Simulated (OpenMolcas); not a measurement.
# doublet [HNO2]+: levels of theory compared

Wanted: a comparison of 5 runs (UHF/3-21G, UHF/def2-TZVP, UB3LYP/def2-TZVP, UBLYP/def2-TZVP, UM06-L/def2-TZVP) of doublet [HNO2]+. 

Program for the calculation: OpenMolcas 26.06.

## Step 1: Starting point

[HNO2]+ has 4 atoms, charge +1, and is taken as a doublet. SMILES of the parent species: `O=NO`. The coordinates come from a PBE0-D4/def2-TZVP relaxation. That shape belongs to the parent species and isn't relaxed for this state.

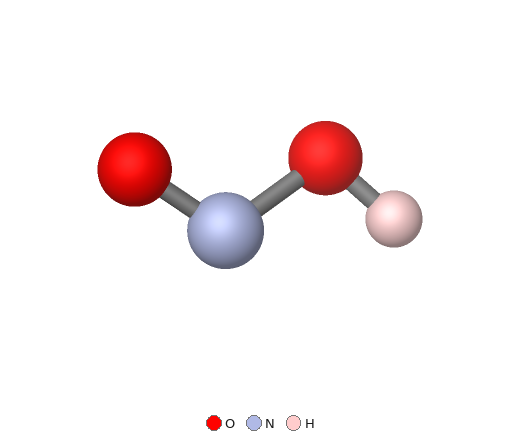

The structure, seen from a chosen angle (oxygen red, nitrogen light blue, hydrogen pink).

## Step 2: The energy at UHF/3-21G (run 1)

test.input reads:

```
* HNO2 Hartree-Fock

&gateway
  baslib = $CurrDir
  coord
  4
  angstrom
  O        0.413650       0.047230       1.437260
  N        0.320150      -0.419400       0.377370
  O       -0.362650       0.434660      -0.492650
  H       -0.371140      -0.062490      -1.321980
  basis = 3-21G
  group = NoSym

&seward

&scf
  uhf
  charge = 1
  spin = 2
  thresholds = 1e-10 1e-07 1e-07 1e-05
  prorbitals = 0
```

The basis set 3-21G is read from a file made from the Basis Set Exchange's data (not shown).

On the command line:

```
$ export MOLCAS_MEM=1860
$ pymolcas test.input > test.log
```

What it wrote:

```text
--- Start Module: gateway ---
[...]
--- Stop Module: gateway /rc=_RC_ALL_IS_WELL_ ---
--- Start Module: seward ---
[...]
      Basis functions           29
--- Stop Module: seward /rc=_RC_ALL_IS_WELL_ ---
--- Start Module: scf ---
[...]
       Convergence after  33 Iterations
[...]
::    Total SCF energy                               -203.0829596732
[...]
      Total spin, S                                     0.5729916318
[...]
      Total electronic charge=   23.000000
      Total            charge=    1.000000
[...]
      Dipole Moment (debye):
      Origin of the operator (angstrom)=    0.1048    0.0377    0.4055
                   X=  4.2692E-02               Y= -1.3387E+00               Z= -2.0176E+00           Total=  2.4217E+00
      Center of Charge (angstrom)
[...]
--- Stop Module: scf /rc=_RC_ALL_IS_WELL_ ---
[...]
```

Wall time 2.3 s (1 thread of Arm Neoverse V1, shared host); peak memory 0.37 GiB.

## Step 3: A single-point energy at UHF/def2-TZVP (run 2)

run.input reads:

```
&gateway
  baslib=$CurrDir
  basisset
  O.def2-TZVP....
  O1 0.413650 0.047230 1.437260 angstrom
  O3 -0.362650 0.434660 -0.492650 angstrom
  End of Basis
  basisset
  N.def2-TZVP....
  N2 0.320150 -0.419400 0.377370 angstrom
  End of Basis
  basisset
  H.def2-TZVP....
  H4 -0.371140 -0.062490 -1.321980 angstrom
  End of Basis

&seward

&scf
  uhf
  charge=1
  spin=2
  thresholds=1e-10 1e-07 1e-07 1e-05
  prorbitals=1
```

The basis set def2-TZVP is read from a file made from the Basis Set Exchange's data (not shown).

On the command line:

```
$ export MOLCAS_MEM=1860
$ pymolcas run.input > run.log
```

What it wrote:

```text
--- Start Module: gateway ---
[...]
--- Stop Module: gateway /rc=_RC_ALL_IS_WELL_ ---
--- Start Module: seward ---
[...]
      Basis functions           99
--- Stop Module: seward /rc=_RC_ALL_IS_WELL_ ---
[...]
--- Start Module: scf ---
[...]
       Convergence after  31 Iterations
[...]
::    Total SCF energy                               -204.3542739309
[...]
      Total spin, S                                     0.5503856407
[...]
      Total electronic charge=   23.000000
      Total            charge=    1.000000
[...]
      Dipole Moment (debye):
      Origin of the operator (angstrom)=    0.1048    0.0377    0.4055
                   X=  9.8266E-02               Y= -1.1789E+00               Z= -1.5770E+00           Total=  1.9714E+00
      Center of Charge (angstrom)
[...]
--- Stop Module: scf /rc=_RC_ALL_IS_WELL_ ---
[...]
```

Wall time 17 s (1 thread of Arm Neoverse V1, shared host); peak memory 0.55 GiB.

## Step 4: A single-point energy at UB3LYP/def2-TZVP (run 3)

struct.xyz reads:

```xyz
4

O      0.413650     0.047230     1.437260
N      0.320150    -0.419400     0.377370
O     -0.362650     0.434660    -0.492650
H     -0.371140    -0.062490    -1.321980
```

mol.input reads:

```
* HNO2 Kohn-Sham DFT
&GATEWAY
BASLIB = $CurrDir
COORD = struct.xyz
BASIS = def2-TZVP
GROUP = NoSym
&SEWARD
GRIDINPUT
Grid=UltraFine
End of Grid
&SCF
UHF
CHARGE = 1
SPIN = 2
KSDFT = B3LYP
THRESHOLDS = 1e-10 1e-07 1e-07 1e-05
PRORBITALS = 1 1
```

The basis set def2-TZVP is read from a file made from the Basis Set Exchange's data (not shown).

On the command line:

```
$ export MOLCAS_MEM=1860
$ pymolcas mol.input > mol.log
```

What it wrote:

```text
--- Start Module: gateway ---
[...]
--- Stop Module: gateway /rc=_RC_ALL_IS_WELL_ ---
--- Start Module: seward ---
[...]
      Basis functions           99
--- Stop Module: seward /rc=_RC_ALL_IS_WELL_ ---
[...]
--- Start Module: scf ---
[...]
       Convergence after  24 Iterations
[...]
::    Total KS-DFT energy                            -205.3834629207
[...]
      Total spin, S                                     0.5037580581
[...]
      Total electronic charge=   23.000000
      Total            charge=    1.000000
[...]
      Dipole Moment (debye):
      Origin of the operator (angstrom)=    0.1048    0.0377    0.4055
                   X= -9.7512E-02               Y= -1.1134E+00               Z= -2.1157E+00           Total=  2.3927E+00
      Center of Charge (angstrom)
[...]
--- Stop Module: scf /rc=_RC_ALL_IS_WELL_ ---
[...]
```

Wall time 50 s (1 thread of Arm Neoverse V1, shared host); peak memory 0.55 GiB.

Run 4 isn't shown in full; the table further down has it.

## Step 5: The energy at UM06-L/def2-TZVP (run 5)

run.input reads:

```
* HNO2 Kohn-Sham DFT
>>> EXPORT MOLCAS_PRINT=2

&GATEWAY
 BasLib=$CurrDir
 BasisSet
 O.def2-TZVP....
 O1 0.413650 0.047230 1.437260 angstrom
 O3 -0.362650 0.434660 -0.492650 angstrom
 End of Basis
 BasisSet
 N.def2-TZVP....
 N2 0.320150 -0.419400 0.377370 angstrom
 End of Basis
 BasisSet
 H.def2-TZVP....
 H4 -0.371140 -0.062490 -1.321980 angstrom
 End of Basis

&SEWARD
 GridInput
 Grid=UltraFine
 End of Grid

&SCF
 UHF
 Charge=1
 Spin=2
 KSDFT=M06L
 Thresholds=1e-10 1e-07 1e-07 1e-05
 PrOrbitals=1
```

The basis set def2-TZVP is read from a file made from the Basis Set Exchange's data (not shown).

On the command line:

```
$ export MOLCAS_MEM=1860
$ pymolcas run.input > run.log
```

What it wrote:

```text
--- Start Module: gateway ---
[...]
--- Stop Module: gateway /rc=_RC_ALL_IS_WELL_ ---
--- Start Module: seward ---
[...]
      Basis functions           99
--- Stop Module: seward /rc=_RC_ALL_IS_WELL_ ---
[...]
--- Start Module: scf ---
[...]
       Convergence after  24 Iterations
[...]
::    Total KS-DFT energy                            -205.3686940823
[...]
      Total spin, S                                     0.5025828533
[...]
      Total electronic charge=   23.000000
      Total            charge=    1.000000
[...]
      Dipole Moment (debye):
      Origin of the operator (angstrom)=    0.1048    0.0377    0.4055
                   X= -1.4144E-01               Y= -1.0239E+00               Z= -2.1159E+00           Total=  2.3549E+00
      Center of Charge (angstrom)
[...]
--- Stop Module: scf /rc=_RC_ALL_IS_WELL_ ---
[...]
```

It took 74 s on 1 thread of Arm Neoverse V1, shared host; peak memory 0.55 GiB.

## Step 6: All runs side by side

```csv
run,level,integration grid,energy (Eh),HOMO energy (eV),LUMO energy (eV),⟨S²⟩,wall time
1,UHF/3-21G,–,-203.082960,-23.71,-8.56,0.901,2.3 s
2,UHF/def2-TZVP,–,-204.354274,-23.45,-8.13,0.853,17 s
3,UB3LYP/def2-TZVP,UltraFine,-205.383463,-18.65,-14.55,0.758,50 s
4,UBLYP/def2-TZVP,UltraFine,-205.383644,-16.93,-15.38,0.753,47 s
5,UM06-L/def2-TZVP,UltraFine,-205.368694,-17.13,-15.10,0.755,74 s
```

## Step 7: Results

| quantity | value |
| --- | --- |
| run 5: total energy | -205.36869 Eh |
| run 5: HOMO energy (highest over α and β) | -17.13 eV |
| run 5: LUMO energy (lowest over α and β) | -15.10 eV |
| run 5: ⟨S²⟩ | 0.755 |

In words: Totals of different functionals can't be ranked against each other. Spin contamination of the reference: run 1 ⟨S²⟩ = 0.90, run 2 ⟨S²⟩ = 0.85. All runs together took 3.2 min, the longest 74 s.
